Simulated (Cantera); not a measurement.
Input: 1 mol MgCl₂, 4.4 mol H₂, equilibrated at 8.60e-5 bar.

Method: chemical equilibrium by Gibbs-energy minimisation in Cantera with the NASA 1993 tables (ideal gas, pure condensed phases). Candidate condensed phases: Mg, MgCl₂; 10 gas species. Rates play no part.

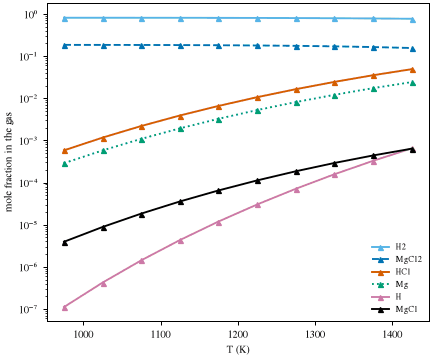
Figure. Equilibrium gas composition (values under 1e-9 drawn at 1e-9)

From 975 K to 1425 K nothing is condensed. The main Mg-bearing gas is MgCl₂ throughout.
